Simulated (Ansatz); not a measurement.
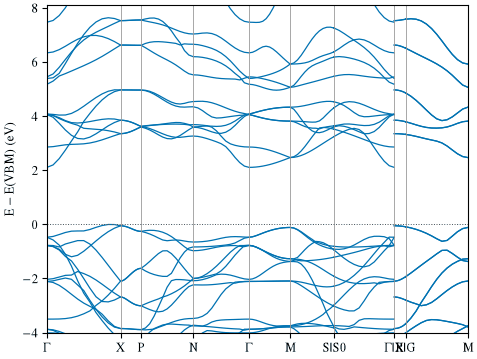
Fig. 1. Band structure from the program Ansatz at the PBEsol level (PAW)

### Question
Read off the gap and where the band edges lie.

### Answer
About 2.1 eV (2.11 eV by a search for the band edges); maximum on the Γ–X line, 88 % of the way from Γ, minimum at Γ.

The material is TiO₂ (anatase, space group No. 141).

Space group I4_1/amd (anatase). Symmetry was held in the PBEsol relaxation. No spin polarisation was allowed.

Potentials: the later of the program's two PAW sets.
